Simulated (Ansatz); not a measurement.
**A family of molecules: the HOMO–LUMO gap**

One atom is swapped for its congeners: CH6GeO `C[O][GeH3]`; CH6GeS `C[S][GeH3]`; Se(CH3)(GeH3); Te(CH3)(GeH3). All are singlets with charge 0.

Shapes, held fixed at every level: PBE0-D4/def2-TZVP. Programs: Ansatz 0.2.0. Values in eV.

| level | CH6GeO | CH6GeS | Se(CH3)(GeH3) | Te(CH3)(GeH3) |
| --- | --- | --- | --- | --- |
| PBE-D4/def2-TZVPP | 5.64 | 4.80 | 4.30 | 3.46 |
| r2SCAN-D4/def2-TZVPP | 6.34 | 5.36 | 4.82 | 3.90 |
| B3LYP-D4/def2-TZVPP | 7.59 | 6.41 | 5.80 | 4.83 |
| PBE0-D4/def2-TZVPP | 8.08 | 6.90 | 6.29 | 5.28 |
| r2SCAN0-D4/def2-TZVPP | 8.54 | 7.25 | 6.61 | 5.54 |
| wB97X-V/def2-TZVPP | 12.57 | 11.30 | 10.58 | 9.41 |
| wB97M-V/def2-TZVPP | 12.23 | 10.90 | 10.22 | 9.09 |

At wB97M-V/def2-TZVPP the HOMO–LUMO gap falls at every step, from 12.23 to 9.09 eV. Every level shows the same order. For atoms past krypton def2 sets carry core potentials with scalar relativity. Relativity is left out for Ge, Se unless named. Orbital gaps aren't excitation energies, and the LUMO depends on the basis.

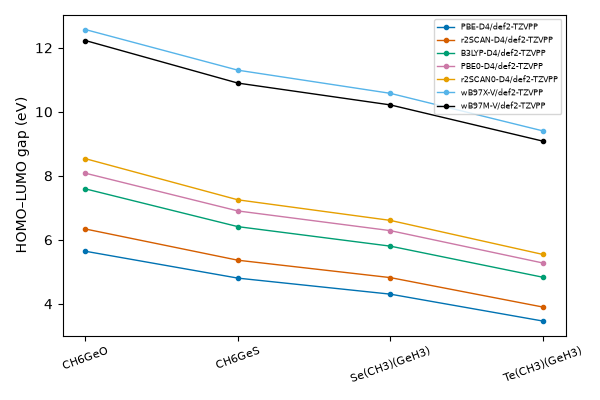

The trend along the series, level by level.
